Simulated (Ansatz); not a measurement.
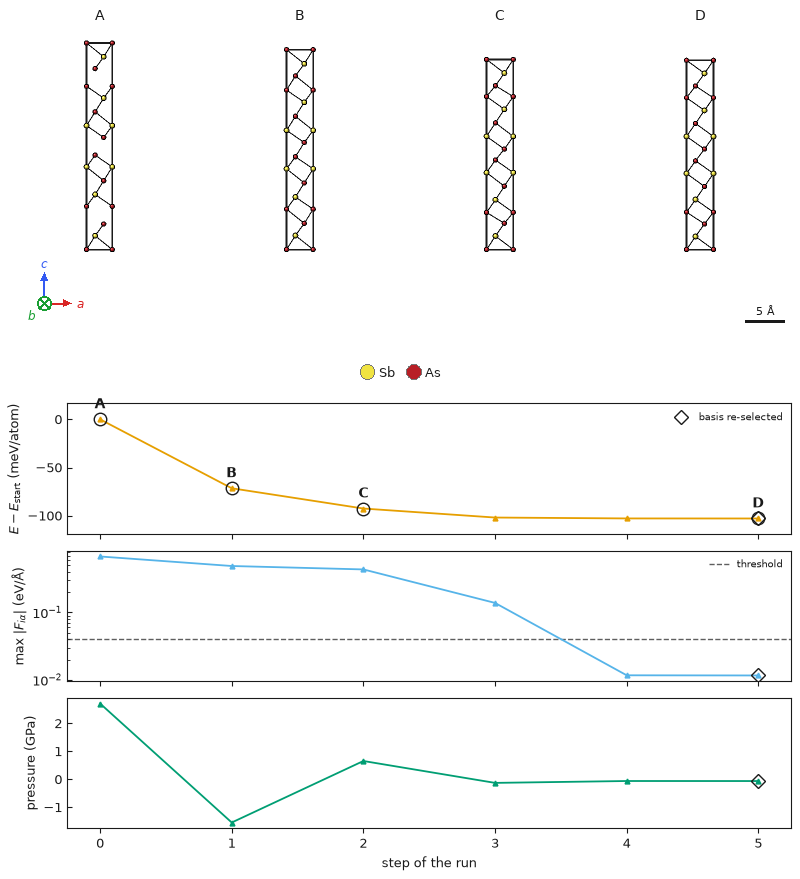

Frames of a relaxation of solid Sb₂As₃ (built on the tetradymite_166 type) (coarse preliminary run), marked on the history of the run. A ball-and-stick model of the conventional cell (3 times the calculation's cell), seen along the b axis. Lengths and directions refer to the drawn axes.

Case: tetradymite type (R-3m, No. 166).

Theory: DFT PBE, scalar-relativistic, plane waves, PAW in Ansatz 0.2.0.

The input:
```yaml
crystal:
  lattice:
    - [1.9540549319, 1.1281741409, 9.0580358148]
    - [-1.9540549319, 1.1281741409, 9.0580358148]
    - [0.0, -2.2563482819, 9.0580358148]
  atoms:
    - { symbol: Sb, position: [0.4, 0.4, 0.4] }
    - { symbol: Sb, position: [0.6, 0.6, 0.6] }
    - { symbol: As, position: [0.0, 0.0, 0.0] }
    - { symbol: As, position: [0.2095, 0.2095, 0.2095] }
    - { symbol: As, position: [0.7905, 0.7905, 0.7905] }
basis:
  ecutwfc: 420
kpoints:
  mp_grid: { grid: [6, 6, 6] }
hamiltonian:
  xc: pbe
scf:
  occupations: { method: gaussian, width: 0.1 }
  lower_state_search: "off"
output:
  forces: true
  stress: true
  eigenvalues: true
relax:
  adjacent_minimum: "off"
  f_tol: 0.04
  max_steps: 70
  cell: { stress_tol: 0.4 }
```

Command:
```bash
ansatz run input.yaml --threads 1 --pin off --max-ram 2560MiB --backend cpu --events-out ev --progress --plain --runs-dir out
```

### What happens along the run?

The largest moves relative to the cell, 0.29 Å, are those of As4 and As5. As4 goes along −c. Largest moves by element: As 0.29 Å, Sb 0.06 Å. Cell: a = b 3.908 → 4.087 Å (+4.6 %), c 27.174 → 24.892 Å (−8.4 %). Volume +0.2 %. Some distances before and after: As4–As5 3.242 → 2.821 Å, Sb1–As5 2.739 → 2.886 Å, Sb1–As3 2.894 → 2.917 Å. Among the angles between lasting bonds that change: As3–Sb2–As3 85.0° → 89.0°, Sb1–As3–Sb2 95.0° → 91.0°, Sb1–As3–Sb1 85.0° → 89.0°. The space group stays R-3m (No. 166). After 4 accepted moves (5 points after the start) the energy has fallen by 103 meV per atom. Largest force component: 0.68 eV/Å at the start, 0.012 eV/Å at the end. The pressure goes from 2.71 to −0.06 GPa. The SCF was repeated once at an unchanged geometry on a basis and grid sized afresh for the cell, which shifted the energy by 0.1 meV per atom at most. Cost: 83 s on 1 thread of Intel(R) Xeon(R) Platinum 8259CL CPU @ 2.50GHz (Skylake/Cascade Lake), with other jobs on the host, peak memory 0.51 GiB. From step 0 to 1: As atoms move most (0.19 Å), volume +3.5 %, energy −71.5 meV per atom. From step 1 to 2: As atoms move most (0.18 Å), volume −4.1 %, energy −21.0 meV per atom. From step 2 to 5: Sb and As atoms move most (0.06 Å), volume +0.9 %, energy −10.3 meV per atom.

```csv
step,"E − E(0), meV/atom","largest force component, eV/Å","pressure, GPa","volume, Å³/atom",note
0,0.00,0.6783,2.71,23.962,
1,-71.51,0.4897,-1.54,24.812,
2,-92.54,0.4356,0.65,23.788,
3,-101.88,0.1386,-0.13,24.045,
4,-102.81,0.0117,-0.06,24.011,
5,-102.87,0.0116,-0.06,24.011,"same geometry, new basis"
```
